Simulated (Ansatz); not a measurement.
**UBHLYP/def2-SVP run of C2H4NOSi (SMILES C[SiH]N=C=O)**

What is the vertical ionisation energy of C2H4NOSi at UBHLYP/def2-SVP? 

Program for the calculation: Ansatz 0.2.0.

104 further runs of the same task are left out: 104 set aside as unsound or not needed.

### 1 The system as given

The species is C2H4NOSi (9 atoms), meant as a doublet with charge 0. As SMILES, `C[SiH]N=C=O`. The shape is that of a PBE0-D4/def2-TZVP optimisation. This is one conformer, not always the lowest.

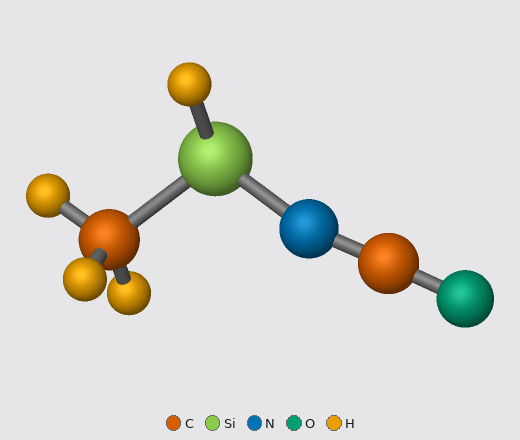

The structure, seen from a chosen angle (carbon orange, silicon green, nitrogen blue, oxygen teal, hydrogen amber).

### 2 The energy at UBHLYP/def2-SVP

molecule.yaml

```yaml
crystal:
  periodic: [false, false, false]
  atoms:
    - {symbol: C, position_ang: [-0.230800, 0.936500, 1.233300]}
    - {symbol: Si, position_ang: [-0.019100, 0.717300, -0.606900]}
    - {symbol: "N", position_ang: [0.147000, -0.951200, -0.966600]}
    - {symbol: C, position_ang: [-0.027700, -2.022300, -1.465700]}
    - {symbol: O, position_ang: [-0.174100, -3.081100, -1.930900]}
    - {symbol: H, position_ang: [0.625000, 0.510600, 1.765400]}
    - {symbol: H, position_ang: [-1.138100, 0.442600, 1.585600]}
    - {symbol: H, position_ang: [-0.298200, 1.998600, 1.479400]}
    - {symbol: H, position_ang: [1.204500, 1.402700, -1.110500]}
basis:
  gaussian:
    orbitals: def2-SVP
hamiltonian:
  xc: {name: BHLYP}
output: {orbitals: {seedname: orbitals}}
magnetization:
  spin_polarized: true
  initial_magnetization: 1
accuracy: high
```

Run with:

```sh
$ ansatz run molecule.yaml --threads 1 --pin off --max-ram 3480MiB --events-out events.jsonl --progress --plain --runs-dir runs
```

Standard output:

```text
Warning: RAYON_NUM_THREADS=1 ignored (pool sized by the plan → 1); use --threads N
Functional definition: BHLYP
  name "BHLYP"
  parameter a = 0.5
  exchange = (1 - a)*b88_x + a*exact_x
  correlation = lyp_c
2091 factors; integrals over basis functions are off by at most 3.8e-9 eV
mean field evaluation 1: about -13538.0308 eV, gradient 3.7e1 eV
mean field evaluation 2: about -13538.4460 eV, gradient 3.6e1 eV
mean field evaluation 4: about -13543.6219 eV, gradient 1.6e0 eV
mean field evaluation 8: about -13543.7032 eV, gradient 2.1e-1 eV
mean field evaluation 16: about -13543.7035 eV, gradient 3.7e-4 eV
mean field -13543.70350171 eV, -497.7219234359 hartree, gradient 6.2e-8 eV, S^2 0.752429; 0 other end points of the search recorded, 0 dependent functions left out
reference -13543.70352811 eV, -497.7219244060 hartree; 23, 22 occupied and 71, 72 virtual orbitals, 2091 factors
Total energy: -13543.70352811 eV, -497.7219244060 hartree
```

Run time: 16 s. Hardware: 1 thread of Arm Neoverse V1, shared host; peak memory 0.45 GiB.

### 3 The singlet cation at the same level

run.yaml

```yaml
crystal:
  periodic: [false, false, false]
  atoms:
    - symbol: C
      position_ang: [-0.230800, 0.936500, 1.233300]
    - symbol: Si
      position_ang: [-0.019100, 0.717300, -0.606900]
    - symbol: N
      position_ang: [0.147000, -0.951200, -0.966600]
    - symbol: C
      position_ang: [-0.027700, -2.022300, -1.465700]
    - symbol: O
      position_ang: [-0.174100, -3.081100, -1.930900]
    - symbol: H
      position_ang: [0.625000, 0.510600, 1.765400]
    - symbol: H
      position_ang: [-1.138100, 0.442600, 1.585600]
    - symbol: H
      position_ang: [-0.298200, 1.998600, 1.479400]
    - symbol: H
      position_ang: [1.204500, 1.402700, -1.110500]
basis:
  gaussian:
    orbitals: def2-SVP
total_charge: 1
hamiltonian:
  xc: {name: BHLYP}
accuracy: high
output:
  orbitals: {seedname: orbitals}
```

Run with:

```sh
$ ansatz run run.yaml --threads 1 --pin off --max-ram 3480MiB --events-out events.jsonl --progress --plain --runs-dir runs
```

Standard output:

```text
Warning: RAYON_NUM_THREADS=1 ignored (pool sized by the plan → 1); use --threads N
[... 5 set-up lines as earlier in the session ...]
2090 factors; integrals over basis functions are off by at most 3.8e-9 eV
mean field evaluation 1: about -13524.1780 eV, gradient 7.2e1 eV
mean field evaluation 2: about -13514.2451 eV, gradient 9.4e1 eV
mean field evaluation 4: about -13534.9965 eV, gradient 7.1e0 eV
mean field evaluation 8: about -13535.6070 eV, gradient 1.8e0 eV
mean field evaluation 16: about -13535.6160 eV, gradient 4.4e-4 eV
mean field -13535.61595549 eV, -497.4247115943 hartree, gradient 2.4e-8 eV, S^2 0.000000; 0 other end points of the search recorded, 0 dependent functions left out
reference -13535.61598187 eV, -497.4247125638 hartree; 22, 22 occupied and 72, 72 virtual orbitals, 2090 factors
Total energy: -13535.61598187 eV, -497.4247125638 hartree
```

It took 11 s on 1 thread of Arm Neoverse V1, shared host; peak memory 0.31 GiB.

### 4 What came out

At UBHLYP/def2-SVP:

| quantity | value |
| --- | --- |
| doublet C2H4NOSi: total energy | -497.72192 Eh |
| doublet C2H4NOSi: HOMO energy (highest over α and β) | -6.89 eV |
| doublet C2H4NOSi: LUMO energy (lowest over α and β) | -1.53 eV |
| doublet C2H4NOSi: ⟨S²⟩ | 0.752 |
| singlet cation: total energy | -497.42471 Eh |
| singlet cation: HOMO energy | -15.41 eV |
| singlet cation: LUMO energy | -9.17 eV |
| singlet cation: HOMO–LUMO gap | 6.24 eV |
| vertical ionisation energy (to the singlet cation) | 8.088 eV |

What this shows: Removing an electron at fixed nuclei costs 8.09 eV (780 kJ/mol). Only the singlet of the ionised species was computed; a triplet could lie lower.
